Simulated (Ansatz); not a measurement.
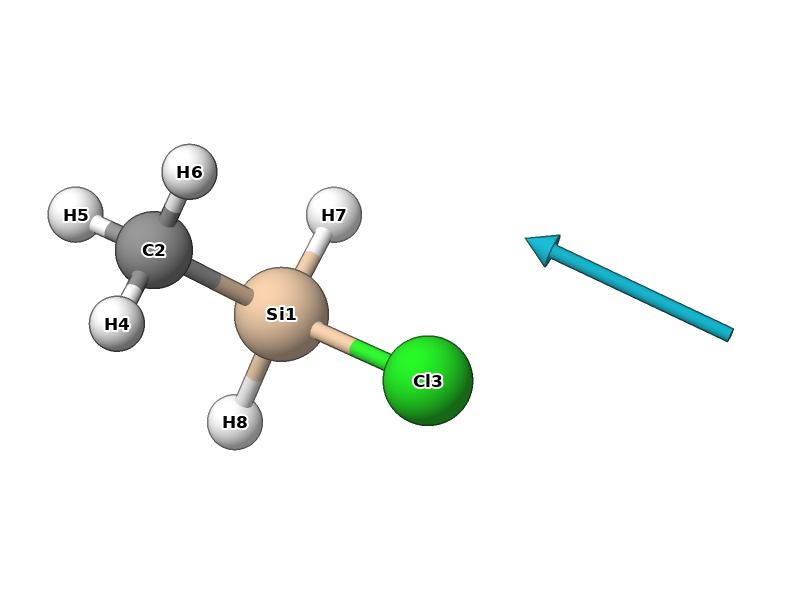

The arrow beside the molecule shows the direction of the dipole moment, from the negative to the positive end (its length means nothing). The computed structure is the end point of a PBE-D4/def2-SVP optimisation. No frequency run is at hand to confirm it as a minimum. Level of theory: RKS PBE-D4/def2-SVP (Ansatz 0.2.0).

Estimate the dipole moment.

1.83 D; it points from the side of Cl3 to the side of H5 (the outermost atoms at the two ends).
